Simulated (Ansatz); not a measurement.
## Geometry relaxation, with input and output: C2H7FOSSi (part 1 of 2)

System: C2H7FOSSi.
Method: RKS BHLYP/6-31G* (Ansatz 0.2.0).

It belongs to a series of runs on one base structure; here: end point B relaxed. Figures and captions count atoms from 1; the log counts them from 0 in places.

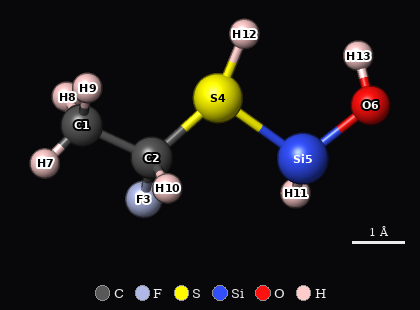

Fig. 1: The structure as given in the input (ball-and-stick view, seen at a tilt; atoms are numbered from 1 in the order of the input).

## Key numbers

```tsv
quantity	value
outcome	converged
total energy	−25659.7291 eV
mean-field energy	−25659.7291 eV
largest force (length of the vector) at the end	0.015 eV/Å
hardware	2 threads of Arm Neoverse N1, 24 GiB of memory available, shared host
wall time	3.1 min (CPU time 5.9 min)
peak memory	0.27 GiB
```

## Input file
```yaml
crystal:
  periodic: [false, false, false]
  atoms:
    - { symbol: C, position_ang: [-0.3813, -2.3696, 0.0777] }
    - { symbol: C, position_ang: [0.2679, -0.9944, -0.1133] }
    - { symbol: F, position_ang: [0.5899, -0.8672, -1.4343] }
    - { symbol: S, position_ang: [-0.7556, 0.3777, 0.3435] }
    - { symbol: Si, position_ang: [0.3951, 2.0494, -0.0963] }
    - { symbol: O, position_ang: [-0.4086, 3.3707, 0.5628] }
    - { symbol: H, position_ang: [0.2685, -3.135, -0.2282] }
    - { symbol: H, position_ang: [-1.2746, -2.3831, -0.5843] }
    - { symbol: H, position_ang: [-0.7241, -2.4775, 1.1476] }
    - { symbol: H, position_ang: [1.1881, -0.9643, 0.5128] }
    - { symbol: H, position_ang: [0.5294, 2.2395, -1.517] }
    - { symbol: H, position_ang: [-1.74115, 0.84333, 1.18983] }
    - { symbol: H, position_ang: [-1.3953, 3.2186, 0.7342] }
basis:
  gaussian: { orbitals: "6-31G*" }
hamiltonian:
  xc: { name: BHLYP }
relax:
  f_tol: 0.02
  max_steps: 50
output:
  orbitals: {}
```

Command:
```bash
ansatz run input.yaml --threads 2 --pin off --max-ram 3072MiB --backend cpu --events-out ev --progress --plain --runs-dir out
```

## The program's output
```
The last accepted step is kept in [file] (removed where the run ends without a failure and the disk answers)
Engine: ansatz 0.2.0, aarch64-unknown-linux-gnu
Functional definition: BHLYP
  parameter a = 0.5
  exchange = (1 - a)*b88_x + a*exact_x
  correlation = lyp_c
1193 factors; integrals over basis functions are off by at most 6.7e-4 eV
mean field evaluation 1: about -25649.5008 eV, gradient 5.4e1 eV
mean field evaluation 2: about -25626.8360 eV, gradient 9.9e1 eV
mean field evaluation 4: about -25655.5146 eV, gradient 6.3e0 eV
mean field evaluation 8: about -25655.7749 eV, gradient 7.1e-1 eV
mean field evaluation 16: about -25655.7889 eV, gradient 2.5e-3 eV
mean field -25655.78894568 eV, -942.8328536355 hartree, gradient 8.6e-5 eV, S^2 0.000000; 0 other end points of the search recorded, 0 dependent functions left out
the calculation of the forces begins
reference -25655.78911432 eV, -942.8328598328 hartree; 33, 33 occupied and 79, 79 virtual orbitals, 1193 factors
relax step   1: F+E_penalty+E_count = -25655.78894568 eV  Δ(F+E_penalty+E_count) = +0.000e0 eV  max|allowed force component| = 4.922e0 eV/Å  Δτ_max = 0.0000 Å  (33 SCF iters, accepted)
these checks for a lower state are left out or cut short: starts, cluster_reference, orbital_swaps, neighbouring_geometries, increment
1193 factors; integrals over basis functions are off by at most 7.6e-4 eV
mean field -25657.90935169 eV, -942.9107771190 hartree, gradient 1.9e-5 eV, S^2 0.000000; 0 other end points of the search recorded, 0 dependent functions left out
[... from here on the field's lines of each further geometry are left out, up to the last ...]
relax step   2: F+E_penalty+E_count = -25657.90935169 eV  Δ(F+E_penalty+E_count) = -2.120e0 eV  max|allowed force component| = 2.780e0 eV/Å  Δτ_max = 0.1946 Å  (39 SCF iters, accepted)
relax step   3: F+E_penalty+E_count = -25658.81096020 eV  Δ(F+E_penalty+E_count) = -9.016e-1 eV  max|allowed force component| = 1.301e0 eV/Å  Δτ_max = 0.1950 Å  (31 SCF iters, accepted)
relax step   4: F+E_penalty+E_count = -25659.17473339 eV  Δ(F+E_penalty+E_count) = -3.638e-1 eV  max|allowed force component| = 1.117e0 eV/Å  Δτ_max = 0.1998 Å  (31 SCF iters, accepted)
relax step   5: F+E_penalty+E_count = -25659.41809226 eV  Δ(F+E_penalty+E_count) = -2.434e-1 eV  max|allowed force component| = 2.718e0 eV/Å  Δτ_max = 0.1954 Å  (31 SCF iters, accepted)
relax step   6: F+E_penalty+E_count = -25659.62783732 eV  Δ(F+E_penalty+E_count) = -2.097e-1 eV  max|allowed force component| = 1.113e0 eV/Å  Δτ_max = 0.1998 Å  (31 SCF iters, accepted)
relax step   7: F+E_penalty+E_count = -25659.70149089 eV  Δ(F+E_penalty+E_count) = -7.365e-2 eV  max|allowed force component| = 2.042e-1 eV/Å  Δτ_max = 0.2000 Å  (31 SCF iters, accepted)
relax step   8: F+E_penalty+E_count = -25659.70949097 eV  Δ(F+E_penalty+E_count) = -8.000e-3 eV  max|allowed force component| = 1.269e-1 eV/Å  Δτ_max = 0.0596 Å  (31 SCF iters, accepted)
relax step   9: F+E_penalty+E_count = -25659.71541371 eV  Δ(F+E_penalty+E_count) = -5.923e-3 eV  max|allowed force component| = 2.432e-1 eV/Å  Δτ_max = 0.1143 Å  (31 SCF iters, accepted)
relax step  10: F+E_penalty+E_count = -25659.71908055 eV  Δ(F+E_penalty+E_count) = -3.667e-3 eV  max|allowed force component| = 2.822e-1 eV/Å  Δτ_max = 0.0846 Å  (30 SCF iters, accepted)
relax step  11: F+E_penalty+E_count = -25659.72421770 eV  Δ(F+E_penalty+E_count) = -5.137e-3 eV  max|allowed force component| = 1.078e-1 eV/Å  Δτ_max = 0.0407 Å  (31 SCF iters, accepted)
relax step  12: F+E_penalty+E_count = -25659.72635846 eV  Δ(F+E_penalty+E_count) = -2.141e-3 eV  max|allowed force component| = 5.604e-2 eV/Å  Δτ_max = 0.0636 Å  (32 SCF iters, accepted)
relax step  13: F+E_penalty+E_count = -25659.72723647 eV  Δ(F+E_penalty+E_count) = -8.780e-4 eV  max|allowed force component| = 4.613e-2 eV/Å  Δτ_max = 0.0410 Å  (31 SCF iters, accepted)
relax step  14: F+E_penalty+E_count = -25659.72765689 eV  Δ(F+E_penalty+E_count) = -4.204e-4 eV  max|allowed force component| = 3.946e-2 eV/Å  Δτ_max = 0.0235 Å  (31 SCF iters, accepted)
relax step  15: F+E_penalty+E_count = -25659.72802553 eV  Δ(F+E_penalty+E_count) = -3.686e-4 eV  max|allowed force component| = 3.619e-2 eV/Å  Δτ_max = 0.0164 Å  (26 SCF iters, accepted)
relax step  16: F+E_penalty+E_count = -25659.72828141 eV  Δ(F+E_penalty+E_count) = -2.559e-4 eV  max|allowed force component| = 2.883e-2 eV/Å  Δτ_max = 0.0170 Å  (25 SCF iters, accepted)
relax step  17: F+E_penalty+E_count = -25659.72844753 eV  Δ(F+E_penalty+E_count) = -1.661e-4 eV  max|allowed force component| = 2.535e-2 eV/Å  Δτ_max = 0.0325 Å  (32 SCF iters, accepted)
relax step  18: F+E_penalty+E_count = -25659.72858009 eV  Δ(F+E_penalty+E_count) = -1.326e-4 eV  max|allowed force component| = 2.337e-2 eV/Å  Δτ_max = 0.0097 Å  (25 SCF iters, accepted)
relax step  19: F+E_penalty+E_count = -25659.72867659 eV  Δ(F+E_penalty+E_count) = -9.649e-5 eV  max|allowed force component| = 2.030e-2 eV/Å  Δτ_max = 0.0082 Å  (25 SCF iters, accepted)
relax step  20: F+E_penalty+E_count = -25659.72877486 eV  Δ(F+E_penalty+E_count) = -9.828e-5 eV  max|allowed force component| = 2.643e-2 eV/Å  Δτ_max = 0.0161 Å  (26 SCF iters, accepted)
relax step  21: F+E_penalty+E_count = -25659.72882557 eV  Δ(F+E_penalty+E_count) = -5.071e-5 eV  max|allowed force component| = 2.351e-2 eV/Å  Δτ_max = 0.0104 Å  (25 SCF iters, accepted)
relax step  22: F+E_penalty+E_count = -25659.72885022 eV  Δ(F+E_penalty+E_count) = -2.465e-5 eV  max|allowed force component| = 2.031e-2 eV/Å  Δτ_max = 0.0240 Å  (32 SCF iters, accepted)
relax step  23: F+E_penalty+E_count = -25659.72890101 eV  Δ(F+E_penalty+E_count) = -5.079e-5 eV  max|allowed force component| = 2.104e-2 eV/Å  Δτ_max = 0.0102 Å  (25 SCF iters, accepted)
the calculation of the forces begins
reference -25659.72909280 eV, -942.9776513713 hartree; 33, 33 occupied and 79, 79 virtual orbitals, 1193 factors
relax step  24: F+E_penalty+E_count = -25659.72892125 eV  Δ(F+E_penalty+E_count) = -2.024e-5 eV  max|allowed force component| = 1.367e-2 eV/Å  Δτ_max = 0.0046 Å  (24 SCF iters, accepted)
1193 factors; integrals over basis functions are off by at most 7.2e-4 eV
mean field evaluation 192: about -25659.7289 eV, gradient 6.2e-4 eV
```

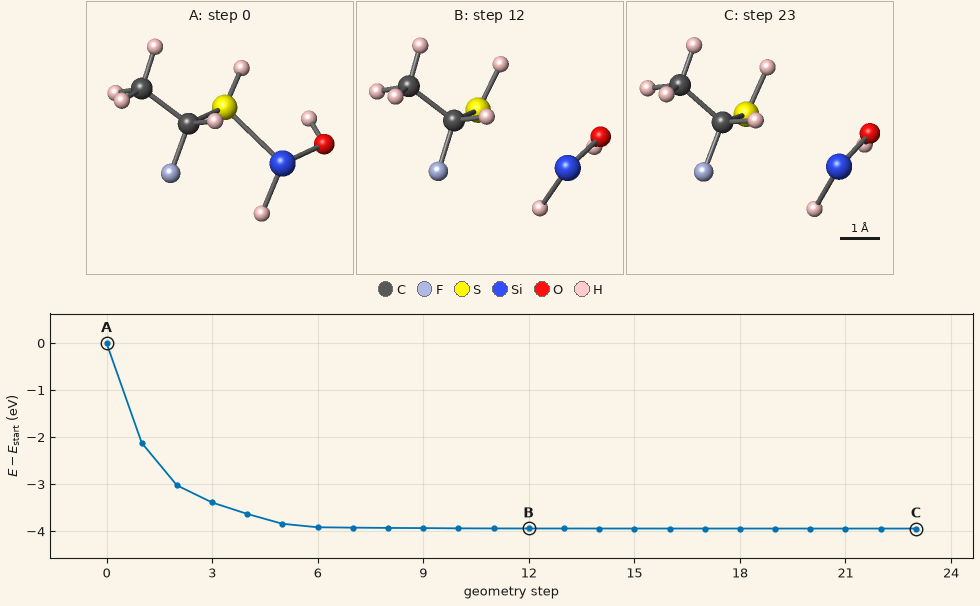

Fig. 2: Frames of the relaxation (ball-and-stick view, seen at a tilt) above the curves, on which the letters mark them (the first geometry is step 0 here and step 1 in the log).

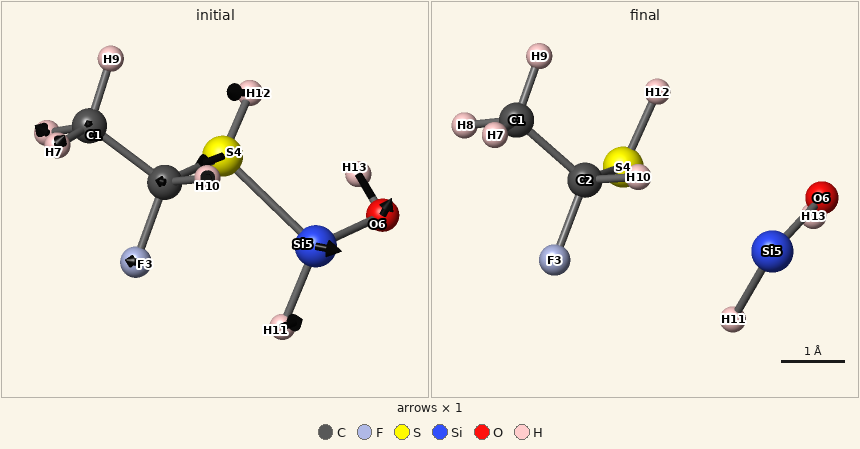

Fig. 3: Before (left) and after (right) the relaxation, at one scale (ball-and-stick view, seen at a tilt). The black arrows give the displacements, at true length. Over 23 geometry steps the energy falls by 3.940 eV. The largest force component goes from 4.9 to 0.014 eV/Å. The largest move after the best rigid fit is that of H13, 0.80 Å. Largest moves by element: H 0.80 Å, S 0.61 Å, Si 0.44 Å, O 0.32 Å, F 0.21 Å, C 0.18 Å. Among the contacts that change: S4–Si5 2.077 → 2.760 Å, Si5–H11 1.440 → 1.528 Å, C2–S4 1.772 → 1.837 Å, O6–H13 1.013 → 0.956 Å. Bonds break: S4–Si5 (2.08 → 2.76 Å). Among the angles that change: C2–S4–H12 146.3° → 96.8°, O6–Si5–H11 109.1° → 98.8°, C1–C2–H10 107.7° → 112.9°. (Atoms are counted from 1 in the order of the input.)

```
mean field -25659.72892125 eV, -942.9776450672 hartree, gradient 2.0e-5 eV, S^2 0.000000; 1 other end points of the search recorded, 0 dependent functions left out
the calculation of the forces begins
reference -25659.72909280 eV, -942.9776513713 hartree; 33, 33 occupied and 79, 79 virtual orbitals, 1193 factors
Total energy: -25659.72909280 eV, -942.9776513713 hartree
Atom 0 at    -0.408107    -2.450206     0.150401 Å, force     0.001567     0.005429    -0.000847 eV/Å
Atom 1 at     0.138074    -1.088593    -0.181220 Å, force    -0.004205    -0.001054     0.000657 eV/Å
Atom 2 at     0.577440    -1.075735    -1.474678 Å, force    -0.000843    -0.000620     0.001349 eV/Å
Atom 3 at    -1.118909     0.249216    -0.120839 Å, force     0.003619    -0.004289     0.006354 eV/Å
Atom 4 at     0.641755     2.368205     0.052691 Å, force    -0.012164     0.006294     0.005361 eV/Å
Atom 5 at    -0.433576     3.360984     0.867148 Å, force     0.006242    -0.003104    -0.013673 eV/Å
Atom 6 at     0.382829    -3.185056     0.024153 Å, force    -0.000484    -0.000431     0.001179 eV/Å
Atom 7 at    -1.230437    -2.699999    -0.511788 Å, force     0.001339    -0.000267     0.000604 eV/Å
Atom 8 at    -0.755353    -2.490948     1.178579 Å, force     0.000185    -0.000295    -0.002397 eV/Å
Atom 9 at     0.964409    -0.798717     0.458010 Å, force    -0.000075    -0.001554    -0.000575 eV/Å
Atom 10 at     0.216742     2.689189    -1.379380 Å, force     0.001343     0.001049     0.001387 eV/Å
Atom 11 at    -1.342200     0.196593     1.194691 Å, force     0.000448     0.001009    -0.006288 eV/Å
Atom 12 at    -1.074417     3.833197     0.337261 Å, force     0.003028    -0.002168     0.006891 eV/Å
Dipole moment:    -0.399204    -0.558618     0.183823 e Å
```

## Trajectory as extended XYZ (Å, eV, eV/Å), 24 frames, from step=1 to step=24
```
13
Properties=species:S:1:pos:R:3:forces:R:3 step=1 energy=-25655.78895
C    -0.3813   -2.3696    0.0777   -2.4784   2.0837   0.7317
C     0.2679   -0.9944   -0.1133    2.4062  -4.0604   1.3239
F     0.5899   -0.8672   -1.4343   -0.4455   0.7130   0.8029
S    -0.7556    0.3777    0.3435   -4.9223   0.3359  -1.6774
Si    0.3951    2.0494   -0.0963    4.5713   2.4850   1.3981
O    -0.4086    3.3707    0.5628   -3.4930  -0.7891   0.6941
H     0.2685   -3.1350   -0.2282    0.9972  -0.8898  -0.1599
H    -1.2746   -2.3831   -0.5843    0.5680  -0.2209   0.6177
H    -0.7241   -2.4775    1.1476    0.5255  -0.1289  -1.2956
H     1.1881   -0.9643    0.5128   -0.3864   0.6141  -0.8315
H     0.5294    2.2395   -1.5170   -1.0314  -0.0697  -1.3331
H    -1.7411    0.8433    1.1898    1.2133  -1.0217   0.3753
H    -1.3953    3.2186    0.7342    2.4752   0.9488  -0.6462
13
Properties=species:S:1:pos:R:3:forces:R:3 step=2 energy=-25657.90935
C    -0.4095   -2.3637    0.0852   -0.5459   0.7104   0.2978
C     0.2763   -1.0263   -0.0844    0.5723  -1.7442   0.9733
F     0.5785   -0.8626   -1.4012   -0.1526   0.3847   0.4917
S    -0.8531    0.3861    0.1928   -2.7795   1.1999  -1.7672
Si    0.5613    2.1214   -0.0252    2.1868   1.5274   0.4956
O    -0.4319    3.3642    0.5895   -1.1350  -0.7227   0.2341
H     0.2730   -3.1376   -0.2151    0.2537  -0.3360   0.0556
H    -1.2836   -2.3949   -0.5714    0.2113  -0.0511   0.2549
H    -0.7266   -2.4906    1.1296    0.1757  -0.1536  -0.4540
H     1.1948   -0.9142    0.5068   -0.4541   0.2332  -0.2610
H     0.4488    2.2296   -1.5224   -0.5914  -0.0912  -0.1712
H    -1.6840    0.7907    1.2240    1.4479  -1.4707   0.2398
H    -1.3858    3.2061    0.6868    0.8108   0.5138  -0.3895
13
Properties=species:S:1:pos:R:3:forces:R:3 step=3 energy=-25658.81096
C    -0.4211   -2.3612    0.0954    0.0770   0.0831   0.0496
C     0.2505   -1.0348   -0.0564   -0.5620   0.3211  -0.1280
F     0.5740   -0.8501   -1.3644    0.3179  -0.1260  -0.2579
S    -0.9451    0.4379    0.0289   -1.0659  -0.2191   0.8942
Si    0.6705    2.1878    0.0001    0.0131   1.1175  -0.1023
O    -0.4437    3.3513    0.6125    0.7495  -0.5046   0.1200
H     0.2766   -3.1419   -0.2027   -0.0207   0.0318   0.1271
H    -1.2814   -2.3991   -0.5608   -0.0952  -0.0757   0.0369
H    -0.7261   -2.5067    1.1228   -0.0722  -0.1908   0.1049
H     1.1579   -0.8892    0.5214   -0.3572   0.2630   0.2767
H     0.4067    2.2271   -1.5209   -0.0408   0.0790   0.3108
H    -1.5781    0.6723    1.2695    1.3013  -0.9227  -1.0662
H    -1.3823    3.2148    0.6498   -0.2448   0.1434  -0.3658
13
Properties=species:S:1:pos:R:3:forces:R:3 step=4 energy=-25659.17473
C    -0.4511   -2.3956    0.1062    0.1129   0.0162  -0.1149
C     0.2530   -1.0898   -0.0760   -0.3557   0.9300   0.1393
F     0.6216   -0.9257   -1.3756    0.2531  -0.3119  -0.1929
S    -0.8715    0.4131    0.0251   -1.1172  -0.2560   0.7349
Si    0.6700    2.3295   -0.0093    0.3457   0.7686   0.0318
O    -0.4687    3.3970    0.6828    0.0653  -0.6372   0.0988
H     0.2313   -3.1931   -0.1830   -0.0495   0.0086   0.0974
H    -1.3177   -2.4258   -0.5429   -0.0693  -0.0835   0.0174
H    -0.7561   -2.5344    1.1356   -0.0237  -0.0601   0.0831
H     1.1293   -0.9227    0.5400   -0.1355  -0.0651   0.1289
H     0.3787    2.4209   -1.5207   -0.2238  -0.0412   0.2962
H    -1.4505    0.5195    1.2861    1.0193  -0.5391  -0.9621
H    -1.4100    3.3152    0.5267    0.1786   0.2707  -0.3579
13
Properties=species:S:1:pos:R:3:forces:R:3 step=5 energy=-25659.41809
C    -0.4623   -2.3884    0.1129    0.1100  -0.1183  -0.1464
C     0.2324   -1.0786   -0.0948   -0.3259   0.7449   0.0237
F     0.6473   -0.9644   -1.3900    0.1599  -0.2560  -0.0623
S    -0.9007    0.3985   -0.0091   -0.4333  -0.3803   0.7125
Si    0.7021    2.3974    0.0108    0.3861  -0.0030  -0.0842
O    -0.4709    3.3071    0.8003   -2.7182   0.1516  -1.3094
H     0.2237   -3.1880   -0.1631   -0.0406   0.0274   0.0671
H    -1.3348   -2.4426   -0.5283   -0.0329  -0.0629   0.0178
H    -0.7607   -2.5253    1.1457   -0.0187   0.0311   0.0611
H     1.0868   -0.8990    0.5484   -0.0846  -0.0782   0.0545
H     0.3113    2.4822   -1.4774   -0.1457   0.1576   0.2736
H    -1.3322    0.4173    1.2908    0.5675  -0.2387  -0.7399
H    -1.3838    3.3921    0.3489    2.5763   0.0248   1.1320
13
Properties=species:S:1:pos:R:3:forces:R:3 step=6 energy=-25659.62784
C    -0.4751   -2.4095    0.0871    0.0382  -0.0375  -0.0377
C     0.2139   -1.0879   -0.0875   -0.0834   0.3605   0.0527
F     0.6688   -0.9704   -1.3686    0.0910  -0.1431  -0.0915
S    -0.9087    0.3644    0.0486   -0.2791  -0.1045   0.3401
Si    0.6902    2.4468    0.0204    0.0968   0.0565  -0.1149
O    -0.5170    3.3599    0.7527   -1.1014   0.0316  -0.5312
H     0.2302   -3.2004   -0.1597   -0.0428   0.0028   0.0482
H    -1.3250   -2.4714   -0.5849    0.0055  -0.0520   0.0253
H    -0.8148   -2.5468    1.1100    0.0104   0.0131  -0.0298
H     1.0507   -0.9316    0.5825    0.0025  -0.0819   0.0464
H     0.2674    2.5012   -1.4552   -0.0452   0.0993   0.1597
H    -1.1592    0.3602    1.3728    0.1948  -0.1467  -0.3107
H    -1.3632    3.4935    0.2769    1.1126   0.0019   0.4433
13
Properties=species:S:1:pos:R:3:forces:R:3 step=7 energy=-25659.70149
C    -0.4720   -2.4384    0.0792    0.0307  -0.0526  -0.0015
C     0.2030   -1.1061   -0.0811   -0.0451   0.0441  -0.0399
F     0.6792   -0.9890   -1.3576    0.0466  -0.0561   0.0147
S    -0.9415    0.3113    0.0764   -0.1322   0.0824   0.0293
Si    0.6854    2.5074   -0.0058   -0.0091  -0.1356   0.0303
O    -0.5343    3.3643    0.7595   -0.2042   0.2008  -0.1157
H     0.2517   -3.2226   -0.1259   -0.0085  -0.0383   0.0188
H    -1.2973   -2.5265   -0.6197    0.0097  -0.0105   0.0054
H    -0.8490   -2.5658    1.0898    0.0089  -0.0028  -0.0081
H     1.0291   -0.9647    0.6054    0.0288  -0.0006   0.0052
H     0.1896    2.5968   -1.4482   -0.0111   0.0637   0.0014
H    -1.1140    0.2788    1.4019    0.0875  -0.0318  -0.0564
H    -1.2718    3.6624    0.2211    0.1980  -0.0627   0.1165
13
Properties=species:S:1:pos:R:3:forces:R:3 step=8 energy=-25659.70949
C    -0.4668   -2.4585    0.0802    0.0004  -0.0002  -0.0093
C     0.1930   -1.1171   -0.0797    0.0726   0.0289   0.0031
F     0.6957   -1.0021   -1.3452    0.0419  -0.0852  -0.0304
S    -0.9652    0.2918    0.0500   -0.1222   0.0861   0.0780
Si    0.6770    2.5133   -0.0265   -0.0144  -0.0948  -0.0082
O    -0.5050    3.3936    0.7705   -0.1269   0.0896  -0.0652
H     0.2662   -3.2383   -0.1088    0.0045  -0.0079   0.0089
H    -1.2824   -2.5595   -0.6274   -0.0099  -0.0284  -0.0095
H    -0.8551   -2.5823    1.0868    0.0006   0.0007  -0.0059
H     1.0050   -0.9663    0.6233   -0.0033   0.0220  -0.0145
H     0.1509    2.6405   -1.4570    0.0040   0.0372   0.0214
H    -1.1084    0.2853    1.3783    0.0262  -0.0214  -0.0299
H    -1.2467    3.7078    0.2505    0.1264  -0.0267   0.0614
```
